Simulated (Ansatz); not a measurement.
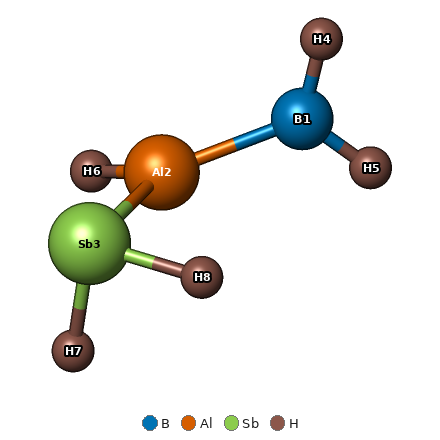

The system is AlBH₅Sb (SMILES [BH2][AlH][SbH2]) with the probe Li+; the picture shows it without the atoms that are moved over the map. 
- The probe is moved over a plane parallel to the molecule's main plane, 3.51 Å above it.
- The first coordinate is: x of the probe's Li atom; the second: y of the probe's Li atom.
- Nothing is relaxed (molecule and probe rigid).
- Grid: 13 × 11 points.
- Energies: eV, counted from the lowest grid point.
- Level of theory: RKS B3LYP-D4/def2-SVP in Ansatz.

Range: x of the probe's Li atom from −4.08 to 4.08 Å; y of the probe's Li atom from −3.40 to 3.40 Å.

> What will the energy surface look like?

The lowest grid point is at x of the probe's Li atom = −3.40 Å, y of the probe's Li atom = −0.68 Å [nearest 1 Sb at 3.73 Å]. The bottom of the well lies between grid points, at about x of the probe's Li atom = −3.07 Å, y of the probe's Li atom = −0.44 Å, about 0.013 eV lower on the interpolated surface. A higher local minimum lies near x of the probe's Li atom = 2.72 Å, y of the probe's Li atom = −0.68 Å [nearest 1 H at 2.54 Å] (0.212 eV above the lowest at that grid point). The highest grid point, x of the probe's Li atom = 4.08 Å, y of the probe's Li atom = 3.40 Å, lies 0.564 eV above the lowest. On the interpolated surface the easiest way out of the lowest well to the well at about x of the probe's Li atom = 2.47 Å, y of the probe's Li atom = −1.01 Å passes a barrier of about 0.37 eV, counted from the interpolated bottom of the well. Near the minimum the well is nearly round, with a curvature of about 0.16 eV/Å².

```
y of the probe's Li atom ↓, x of the probe's Li atom →  −4.08  −3.40  −2.72  −2.04  −1.36  −0.68   0.00   0.68   1.36   2.04   2.72   3.40   4.08
                                                  3.40  0.496  0.483  0.473  0.463  0.453  0.443  0.438  0.444  0.461  0.487  0.517  0.543  0.564
                                                  2.72  0.440  0.421  0.411  0.411  0.419  0.431  0.442  0.449  0.457  0.474  0.500  0.529  0.553
                                                  2.04  0.357  0.326  0.317  0.336  0.377  0.427  0.466  0.476  0.465  0.459  0.473  0.503  0.534
                                                  1.36  0.253  0.206  0.200  0.239  0.319  0.413  0.482  0.493  0.458  0.425  0.426  0.458  0.500
                                                  0.68  0.151  0.090  0.085  0.143  0.251  0.374  0.459  0.466  0.413  0.360  0.354  0.393  0.452
                                                  0.00  0.082  0.012  0.011  0.081  0.199  0.325  0.404  0.402  0.338  0.277  0.270  0.320  0.397
                                                 −0.68  0.069  0.000  0.002  0.075  0.189  0.302  0.363  0.349  0.280  0.218  0.212  0.269  0.357
                                                 −1.36  0.115  0.056  0.061  0.129  0.231  0.323  0.366  0.344  0.278  0.219  0.212  0.265  0.351
                                                 −2.04  0.205  0.161  0.168  0.226  0.309  0.380  0.409  0.386  0.331  0.281  0.272  0.311  0.380
                                                 −2.72  0.309  0.282  0.290  0.334  0.395  0.445  0.465  0.448  0.408  0.371  0.361  0.385  0.431
                                                 −3.40  0.403  0.389  0.398  0.428  0.467  0.500  0.513  0.504  0.479  0.455  0.446  0.457  0.482
```

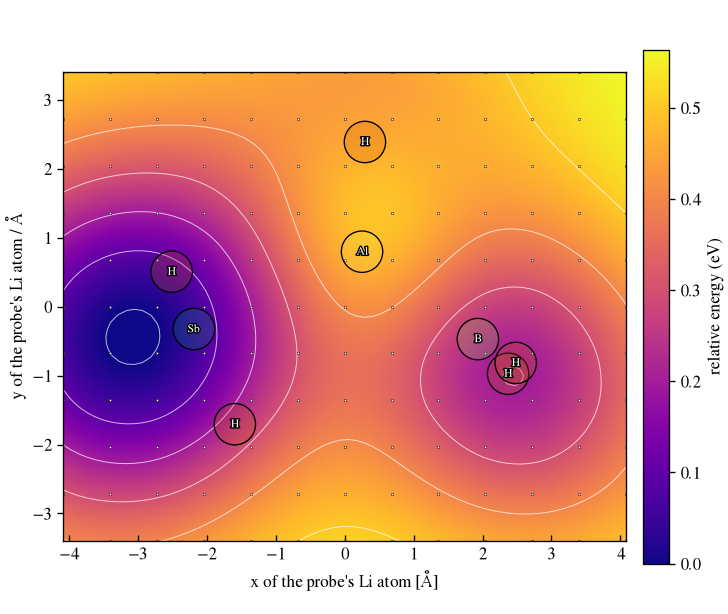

Drawn: a smooth colour map with a few white contour lines, dots at the grid points, labelled circles for the molecule's atoms, projected on the plane. Between grid points the surface is interpolated.

Each point was launched as `ansatz run input.yaml --threads 1 --pin off --max-ram 2560MiB --backend cpu --events-out ev --progress --plain --runs-dir out`. The whole map (143 points run) took 14 min on 1 thread of Arm Neoverse V1 (shared host).
